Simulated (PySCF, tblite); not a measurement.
# C₆H₁₃BSi: geometry, infrared bands and NMR shifts

What infrared bands and NMR shifts should C₆H₁₃BSi (`C=C/C=C(/C)B(C)[SiH3]`) show?

Programs: tblite 0.8.0 and PySCF 2.14.0, with density-fitted response routines of our own. Each step states its level of theory. These are calculated values for one molecule in the gas phase, unless marked as measured. Atoms count from 0, in the outputs and in this text.

## 1. Starting geometry

21 atoms, charge 0, multiplicity 1; geometry from: force field or distance geometry start.

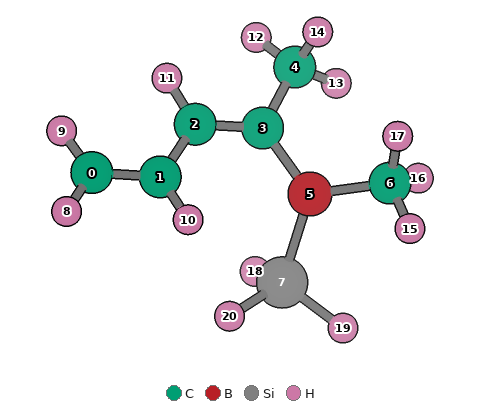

As it starts; carbon teal, boron red, silicon grey, hydrogen pink, atoms numbered.

## 2. Relaxing the molecule with GFN2-xTB

The job: settings as JSON, then the geometry in Å.

```
{"job": {"kind": "relax", "xc": "GFN2-xTB", "basis": "xTB"}, "charge": 0, "multiplicity": 1}
C      3.214400    -1.082200     0.616600
C      1.975400    -0.812600     0.162500
C      1.397000     0.525300     0.326000
C      0.111600     0.848600     0.009600
C     -0.310300     2.284000     0.062600
B     -0.963100    -0.231300    -0.457200
C     -2.062100     0.186800    -1.527100
Si    -1.411500    -1.684500     0.761300
H      3.634500    -2.069700     0.486300
H      3.792100    -0.322500     1.121800
H      1.436700    -1.608100    -0.333200
H      2.043800     1.319400     0.659500
H      0.246900     2.850300     0.841800
H     -1.385300     2.376000     0.295300
H     -0.124200     2.760500    -0.932600
H     -2.441600    -0.720900    -2.030200
H     -2.905900     0.692700    -1.007500
H     -1.623700     0.865400    -2.275000
H     -1.488700    -1.165600     2.136100
H     -2.723300    -2.236500     0.385600
H     -0.421700    -2.758300     0.697200
```

The run is started by

```
OMP_NUM_THREADS=1 python probes_run.py task.json out
```

One launch serves the whole session: the jobs run in the order shown.

Output:

```text
step      E/eV     max force
  0    -608.02990    1.427
  1    -608.13341    0.909
  2    -608.19380    0.666
  3    -608.22707    0.423
  4    -608.24102    0.271
  5    -608.24850    0.262
  6    -608.25926    0.264
  7    -608.26628    0.266
  8    -608.27115    0.195
  9    -608.27551    0.162
 10    -608.27897    0.148
 11    -608.28126    0.136
 12    -608.28276    0.109
 13    -608.28386    0.075
 14    -608.28478    0.080
 15    -608.28560    0.083
 16    -608.28647    0.088
 17    -608.28748    0.082
 18    -608.28860    0.102
 19    -608.28973    0.094
 20    -608.29087    0.094
 21    -608.29206    0.074
 22    -608.29332    0.086
 23    -608.29454    0.084
 24    -608.29562    0.079
 25    -608.29664    0.081
 26    -608.29777    0.094
 27    -608.29903    0.082
 28    -608.30030    0.081
 29    -608.30148    0.075
 30    -608.30257    0.078
 31    -608.30364    0.070
 32    -608.30465    0.067
 33    -608.30552    0.067
 34    -608.30626    0.061
 35    -608.30696    0.057
 36    -608.30766    0.065
 37    -608.30836    0.068
 38    -608.30907    0.058
 39    -608.30988    0.059
 40    -608.31099    0.100
 41    -608.31257    0.137
 42    -608.31449    0.123
 43    -608.31621    0.102
 44    -608.31751    0.099
 45    -608.31874    0.088
 46    -608.32010    0.119
 47    -608.32152    0.158
 48    -608.32367    0.100
 49    -608.32610    0.084
 50    -608.32705    0.088
 51    -608.32857    0.095
 52    -608.32950    0.069
 53    -608.33014    0.056
 54    -608.33055    0.046
 55    -608.33083    0.031
 56    -608.33099    0.027
 57    -608.33126    0.028
 58    -608.33145    0.030
 59    -608.33163    0.032
 60    -608.33179    0.032
 61    -608.33200    0.041
 62    -608.33226    0.048
 63    -608.33251    0.046
 64    -608.33273    0.036
 65    -608.33293    0.032
 66    -608.33317    0.042
 67    -608.33349    0.052
 68    -608.33390    0.053
 69    -608.33438    0.059
 70    -608.33498    0.065
 71    -608.33575    0.060
 72    -608.33667    0.085
 73    -608.33749    0.109
 74    -608.33841    0.083
 75    -608.33929    0.066
 76    -608.34069    0.090
 77    -608.34156    0.083
 78    -608.34269    0.069
 79    -608.34332    0.052
 80    -608.34374    0.068
 81    -608.34411    0.052
 82    -608.34448    0.039
 83    -608.34501    0.031
 84    -608.34520    0.035
 85    -608.34553    0.034
 86    -608.34581    0.040
 87    -608.34623    0.043
 88    -608.34673    0.045
 89    -608.34727    0.041
 90    -608.34770    0.043
 91    -608.34804    0.042
 92    -608.34841    0.053
 93    -608.34881    0.060
 94    -608.34931    0.042
 95    -608.34989    0.036
 96    -608.35027    0.047
 97    -608.35065    0.054
 98    -608.35106    0.053
 99    -608.35133    0.038
100    -608.35145    0.034
101    -608.35154    0.041
102    -608.35163    0.023
103    -608.35172    0.021
104    -608.35181    0.027
105    -608.35195    0.029
106    -608.35208    0.021
107    -608.35217    0.018
108    -608.35224    0.019
109    -608.35230    0.023
110    -608.35237    0.018
111    -608.35244    0.020
112    -608.35251    0.019
113    -608.35258    0.029
114    -608.35266    0.030
115    -608.35276    0.025
116    -608.35287    0.025
117    -608.35299    0.027
118    -608.35312    0.028
119    -608.35325    0.024
120    -608.35336    0.021
121    -608.35344    0.020
122    -608.35353    0.025
123    -608.35363    0.030
124    -608.35374    0.024
125    -608.35382    0.020
126    -608.35389    0.023
127    -608.35398    0.025
128    -608.35410    0.020
129    -608.35425    0.029
130    -608.35441    0.032
131    -608.35455    0.030
132    -608.35467    0.036
133    -608.35477    0.022
134    -608.35486    0.020
135    -608.35494    0.017
136    -608.35502    0.021
137    -608.35510    0.018
138    -608.35516    0.022
139    -608.35523    0.021
140    -608.35531    0.025
141    -608.35538    0.023
142    -608.35544    0.016
143    -608.35547    0.012
144    -608.35552    0.020
145    -608.35559    0.025
146    -608.35567    0.023
147    -608.35575    0.015
148    -608.35581    0.012
149    -608.35586    0.016
150    -608.35591    0.017
151    -608.35596    0.017
152    -608.35601    0.014
153    -608.35606    0.013
154    -608.35609    0.013
155    -608.35612    0.012
156    -608.35615    0.014
157    -608.35619    0.015
158    -608.35622    0.013
159    -608.35624    0.007
```

Wall time 1.3 s (1 thread of Arm Neoverse V1, shared host); peak memory 0.18 GiB.

Step by step: (not every step is listed)

| step | energy from step 0 (eV) | largest force (eV/Å) |
| --- | --- | --- |
| 0 | 0.0000 | 1.4269 |
| 1 | -0.1035 | 0.9094 |
| 2 | -0.1639 | 0.6656 |
| 3 | -0.1972 | 0.4228 |
| 4 | -0.2111 | 0.2710 |
| 5 | -0.2186 | 0.2621 |
| 6 | -0.2294 | 0.2645 |
| 7 | -0.2364 | 0.2660 |
| 8 | -0.2413 | 0.1947 |
| 22 | -0.2634 | 0.0858 |
| 36 | -0.2778 | 0.0653 |
| 50 | -0.2971 | 0.0881 |
| 64 | -0.3028 | 0.0365 |
| 78 | -0.3128 | 0.0686 |
| 92 | -0.3185 | 0.0532 |
| 106 | -0.3222 | 0.0210 |
| 120 | -0.3235 | 0.0207 |
| 134 | -0.3250 | 0.0195 |
| 148 | -0.3259 | 0.0117 |
| 154 | -0.3262 | 0.0127 |
| 155 | -0.3262 | 0.0120 |
| 156 | -0.3262 | 0.0145 |
| 157 | -0.3263 | 0.0150 |
| 158 | -0.3263 | 0.0127 |
| 159 | -0.3263 | 0.0075 |

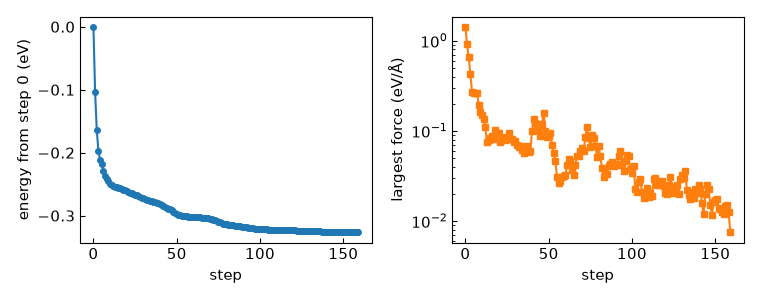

Energy and largest force along the relaxation.

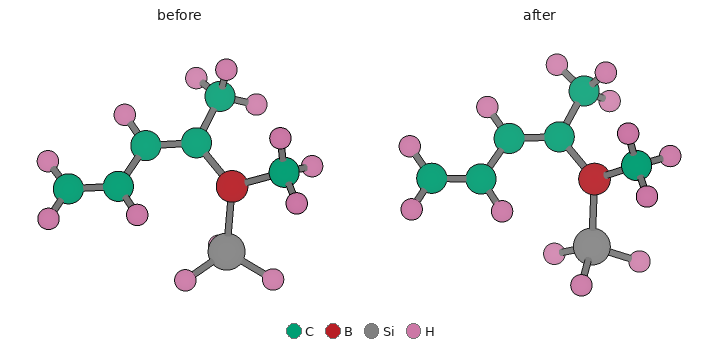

The geometry before (left) and after (right).

Distances of close pairs at the start and the end, largest changes first:

| bond | before (Å) | after (Å) | change (Å) |
| --- | --- | --- | --- |
| C3–B5 | 1.593 | 1.554 | -0.040 |
| C4–H14 | 1.119 | 1.090 | -0.029 |
| C1–C2 | 1.467 | 1.441 | -0.026 |
| C4–H12 | 1.113 | 1.088 | -0.025 |
| B5–Si7 | 1.949 | 1.972 | +0.023 |
| C6–H16 | 1.113 | 1.092 | -0.020 |
| C6–H15 | 1.105 | 1.089 | -0.016 |
| C2–C3 | 1.363 | 1.347 | -0.016 |

The end geometry stands in the next job.

## 3. Infrared spectrum with GFN2-xTB

The job: settings as JSON, then the geometry in Å.

```
{"job": {"kind": "ir", "xc": "GFN2-xTB", "basis": "xTB"}, "charge": 0, "multiplicity": 1}
C      3.212639    -0.982647     0.525077
C      1.921850    -0.730260     0.321564
C      1.339790     0.584831     0.404727
C      0.061017     0.872659     0.096075
C     -0.402070     2.306521     0.165855
B     -0.999637    -0.168737    -0.356593
C     -1.766716     0.082236    -1.714090
Si    -1.520651    -1.682827     0.793864
H      3.615664    -1.978759     0.465618
H      3.914020    -0.195339     0.749421
H      1.246382    -1.539926     0.074033
H      2.018453     1.377614     0.701979
H      0.374472     2.955705     0.565555
H     -1.286030     2.390470     0.797767
H     -0.674790     2.660519    -0.827966
H     -2.087370    -0.833533    -2.207832
H     -2.681174     0.633319    -1.482954
H     -1.216648     0.679953    -2.439686
H     -0.834047    -1.750112     2.092074
H     -2.958290    -1.672767     1.117070
H     -1.285785    -2.991977     0.157970
```

Output:

```text
mode    cm-1     km/mol
  1      34.3      1.15
  2      81.3      0.77
  3      83.7      0.57
  4      98.0      0.56
  5     112.5      0.65
  6     116.3      0.41
  7     160.8      0.92
  8     209.0      0.31
  9     215.0      0.63
 10     221.3      0.53
 11     315.8     19.16
 12     378.0      5.04
 13     438.2     19.30
 14     488.8     36.13
 15     507.5     27.26
 16     534.9      9.10
 17     570.1      3.61
 18     643.0      0.51
 19     767.2     49.13
 20     809.8    168.45
 21     814.4    229.25
 22     822.4    211.89
 23     833.7    184.29
 24     855.0      9.04
 25     885.3      7.44
 26     937.6      1.02
 27    1002.1     10.43
 28    1011.3     15.10
 29    1024.4     15.13
 30    1032.0     26.36
 31    1064.3     41.72
 32    1149.6     20.00
 33    1206.3      8.55
 34    1274.8      0.17
 35    1321.9      3.23
 36    1380.6     18.50
 37    1396.9      2.79
 38    1415.0      0.70
 39    1473.3      5.38
 40    1482.4      4.21
 41    1490.3      4.87
 42    1502.9      1.21
 43    1612.3      6.36
 44    1655.7      6.54
 45    2169.9    399.79
 46    2179.0    354.59
 47    2210.7    291.30
 48    2975.3     17.91
 49    2995.9     27.76
 50    3009.1     29.01
 51    3012.2     40.35
 52    3018.7     13.31
 53    3022.4      5.29
 54    3024.7     62.90
 55    3046.6     71.77
 56    3097.5     27.25
 57    3128.7     45.46
```

It took 0.89 s on 1 thread of Arm Neoverse V1, shared host; peak memory 0.18 GiB.

The strongest bands and the atoms that carry them (share of the mass-weighted mode):

| cm⁻¹ | km/mol | atoms |
| --- | --- | --- |
| 810 | 168.4 | H15 18 %, B5 17 %, H18 11 %, H17 10 % |
| 814 | 229.2 | H20 48 %, H19 46 % |
| 822 | 211.9 | H20 33 %, H18 32 % |
| 834 | 184.3 | H18 52 %, H19 36 % |
| 2170 | 399.8 | H20 87 % |
| 2179 | 354.6 | H19 86 % |
| 2211 | 291.3 | H18 95 % |
| 3047 | 71.8 | H10 87 % |

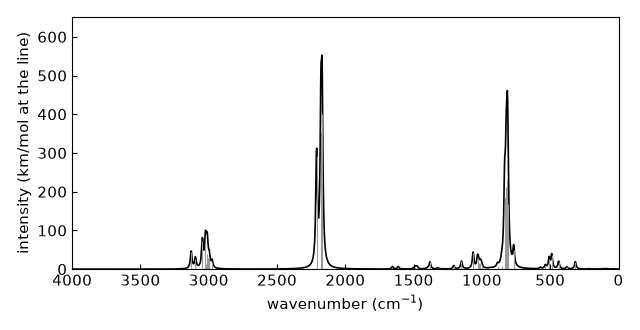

The infrared spectrum from these modes, unscaled. Lines are broadened to a width of 14 cm⁻¹ (Lorentzian).

## 4. Nuclear shieldings: PBE0/pcSseg-1

The job, as its differences from that of step 3:

```diff
@@ -1,2 +1,2 @@
-{"job": {"kind": "ir", "xc": "GFN2-xTB", "basis": "xTB"}, "charge": 0, "multiplicity": 1}
+{"job": {"kind": "nmr", "xc": "PBE0", "basis": "pcSseg-1"}, "charge": 0, "multiplicity": 1}
 C      3.212639    -0.982647     0.525077
```

Method: GIAO PBE0/pcSseg-1 NMR shielding, non-relativistic, gas phase.

Output:

```text
coarse grid: 17288 points
cycle   1  E = -550.1504148120  dE =  6.551e-01  |g| = 4.491e-01  |ddm| = 4.036e+00
cycle   2  E = -550.1514608746  dE = -1.046e-03  |g| = 4.538e-01  |ddm| = 8.718e-01
cycle   3  E = -550.2068383893  dE = -5.538e-02  |g| = 4.505e-02  |ddm| = 4.847e-01
cycle   4  E = -550.2069274167  dE = -8.903e-05  |g| = 4.224e-02  |ddm| = 8.853e-02
cycle   5  E = -550.2074165148  dE = -4.891e-04  |g| = 6.270e-03  |ddm| = 4.523e-02
cycle   6  E = -550.2074272425  dE = -1.073e-05  |g| = 1.758e-03  |ddm| = 9.429e-03
cycle   7  E = -550.2074280023  dE = -7.598e-07  |g| = 3.821e-04  |ddm| = 2.154e-03
final grid: 160224 points
cycle   8  E = -550.2527753016  dE = -4.594e-05  |g| = 8.632e-03  |ddm| = 4.478e-02
cycle   9  E = -550.2527723593  dE =  2.942e-06  |g| = 9.231e-03  |ddm| = 1.789e-02
cycle  10  E = -550.2527951261  dE = -2.277e-05  |g| = 1.245e-03  |ddm| = 9.841e-03
cycle  11  E = -550.2527955339  dE = -4.079e-07  |g| = 3.068e-04  |ddm| = 1.498e-03
cycle  12  E = -550.2527955586  dE = -2.465e-08  |g| = 6.797e-05  |ddm| = 3.506e-04
cycle  13  E = -550.2527955598  dE = -1.169e-09  |g| = 1.844e-05  |ddm| = 9.597e-05
cycle  14  E = -550.2527955599  dE = -8.617e-11  |g| = 5.377e-06  |ddm| = 2.258e-05
converged SCF energy = -550.2527955599

GIAO shielding tensors (ppm)
atom      isotropic    diamagn.    paramagn.     s11        s22        s33       span
  0 C       63.731     252.081    -188.349    -39.961     69.888    161.267    201.228
  1 C       41.923     259.351    -217.429    -74.057     46.501    153.325    227.382
  2 C       44.621     255.090    -210.469    -40.441     50.690    123.614    164.056
  3 C       21.774     261.433    -239.658    -86.852      6.438    145.737    232.588
  4 C      163.574     248.043     -84.469    144.744    162.300    183.678     38.935
  5 B       -3.754     194.803    -198.557    -86.835    -53.026    128.599    215.434
  6 C      165.597     253.380     -87.783    134.766    174.661    187.364     52.598
  7 Si     462.398     881.483    -419.085    416.661    475.918    494.616     77.955
  8 H       26.379      29.409      -3.030     23.864     25.354     29.920      6.055
  9 H       26.325      30.751      -4.426     23.333     25.647     29.996      6.663
 10 H       25.294      35.445     -10.151     22.003     23.184     30.697      8.694
 11 H       25.385      35.125      -9.740     22.566     24.499     29.090      6.524
 12 H       29.945      30.792      -0.847     26.266     28.860     34.709      8.444
 13 H       29.882      30.205      -0.323     26.228     28.440     34.978      8.750
 14 H       29.443      30.481      -1.038     25.169     28.858     34.303      9.134
 15 H       29.822      30.614      -0.792     26.208     29.173     34.084      7.876
 16 H       30.837      29.952       0.886     26.605     29.793     36.115      9.510
 17 H       30.062      32.248      -2.186     26.470     29.841     33.875      7.405
 18 H       28.217      29.576      -1.359     24.950     27.281     32.420      7.470
 19 H       28.024      29.206      -1.182     24.950     26.364     32.757      7.807
 20 H       27.820      29.332      -1.512     25.160     26.112     32.188      7.028
```

Run time: 49 s. Hardware: 1 thread of Arm Neoverse V1, shared host; peak memory 1 GiB.

The references, computed at this level on geometries of the same kind, shield at (ppm): ¹H TMS 31.72, ¹³C TMS 186.9, ²⁹Si TMS 349.2, ¹¹B BF3·OEt2 100.1. Their shielding less the atom's gives the shift. The references are single molecules in the gas phase. Atoms listed in one row are averaged.

| atoms | environment | σ (ppm) | δ (ppm) | δ scaled to CDCl3 |
| --- | --- | --- | --- | --- |
| C3 | fully substituted alkene carbon | 21.8 | 165.2 | 159.3 |
| C1 | alkene CH | 41.9 | 145.0 | 139.6 |
| C2 | alkene CH | 44.6 | 142.3 | 137.0 |
| C0 | terminal =CH2 carbon | 63.7 | 123.2 | 118.3 |
| C4 | allylic methyl carbon | 163.6 | 23.4 | 20.9 |
| C6 | methyl carbon bonded to B | 165.6 | 21.3 | 18.9 |
| H10 | hydrogen on an alkene CH | 25.29 | 6.42 | 6.16 |
| H11 | hydrogen on an alkene CH | 25.39 | 6.33 | 6.07 |
| H9 | hydrogen on a terminal =CH2 carbon | 26.33 | 5.39 | 5.19 |
| H8 | hydrogen on a terminal =CH2 carbon | 26.38 | 5.34 | 5.14 |
| H18, H19, H20 | hydrogen on a silicon bonded to B | 28.02 | 3.70 | – |
| H12, H13, H14 | hydrogen on an allylic methyl carbon | 29.76 | 1.96 | 1.95 |
| H15, H16, H17 | hydrogen on a methyl carbon bonded to B | 30.24 | 1.48 | 1.50 |
| B5 | boron bonded to 2 C, Si | -3.8 | 103.8 | – |
| Si7 | silicon bonded to B, 3 H | 462.4 | -113.2 | – |

The scaled column applies a straight-line fit of computed shieldings to shifts measured in CDCl3 (root-mean-square error 0.16 ppm for H, 1.9 ppm for C).

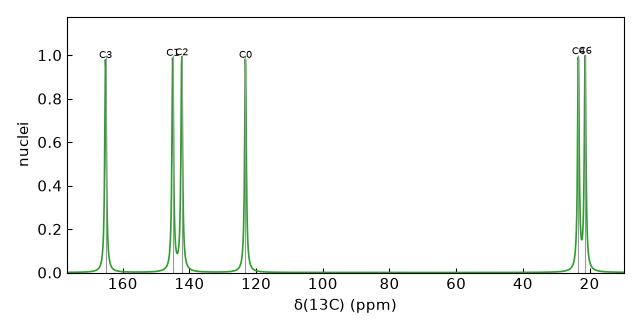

¹³C lines at the computed shifts, without couplings. Lines are broadened to a width of 0.58 ppm (Lorentzian).

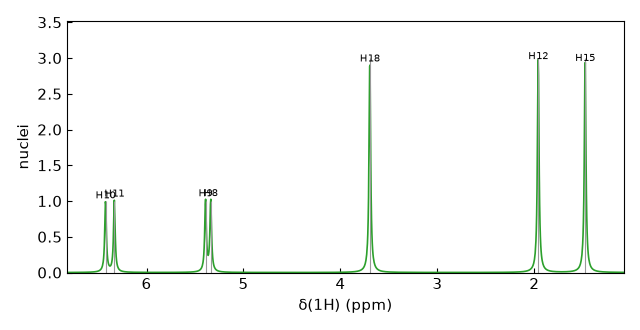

¹H lines at the computed shifts, without couplings. Lines are broadened to a width of 0.02 ppm (Lorentzian).

Charges from the same density, by scheme (e):

| atoms | Mulliken | IAO | Hirshfeld | ESP fit |
| --- | --- | --- | --- | --- |
| C0 | -0.13 | -0.31 | -0.10 | -0.45 |
| C1 | -0.23 | -0.13 | -0.04 | -0.04 |
| C2 | -0.03 | -0.14 | -0.05 | -0.32 |
| C3 | -0.45 | -0.09 | -0.06 | 0.06 |
| C4 | -0.19 | -0.41 | -0.11 | -0.51 |
| B5 | 0.20 | 0.06 | 0.12 | 0.43 |
| C6 | -0.51 | -0.56 | -0.19 | -0.69 |
| Si7 | 0.32 | 0.40 | 0.21 | 0.12 |

IAO charges:

C0 -0.31; C1 -0.13; C2 -0.14; C3 -0.09; C4 -0.41; B5 0.06; C6 -0.56; Si7 0.40; H8 0.15; H9 0.15; H10 0.14; H11 0.14; H12 0.15; H13 0.14; H14 0.15; H15 0.16; H16 0.17; H17 0.15; H18 -0.11; H19 -0.10; H20 -0.10

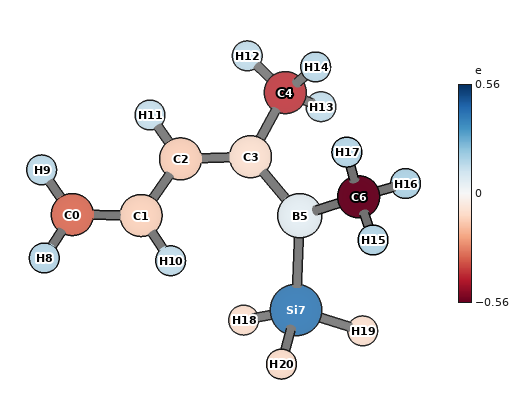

IAO charges, as colours on the atoms.

Mayer bond orders: C0–C1 1.91, C1–C2 1.12, C2–C3 1.77, C3–C4 1.07, C3–B5 0.94, B5–C6 1.05, B5–Si7 0.93.

## 5. Results

| quantity | value |
| --- | --- |
| strongest single infrared mode (GFN2-xTB) | 2170 cm⁻¹, 400 km/mol |
| zero-point energy (GFN2-xTB) | 103.4 kcal/mol |
| ¹³C shifts against TMS (PBE0/pcSseg-1) | 165.2, 145.0, 142.3, 123.2, 23.4, 21.3 ppm |
| ¹H shifts against TMS (PBE0/pcSseg-1, means over atoms taken as alike) | 6.42, 6.33, 5.39, 5.34, 3.70, 1.96, 1.48 ppm |
| ¹¹B shifts against BF3·OEt2 (PBE0/pcSseg-1) | 103.8 ppm |
| ²⁹Si shifts against TMS (PBE0/pcSseg-1) | -113.2 ppm |

What this shows: The optimisation took 159 steps and gained 0.326 eV; among the close pairs (by a distance rule), C3–B5 changed most, from 1.593 to 1.554 Å. All 57 modes are real, so the xTB geometry is a minimum. The strongest single mode, at 2170 cm⁻¹, moves mainly H20. Unscaled tight-binding wavenumbers are off by several per cent, some by more. Its intensities can rank the bands wrongly.
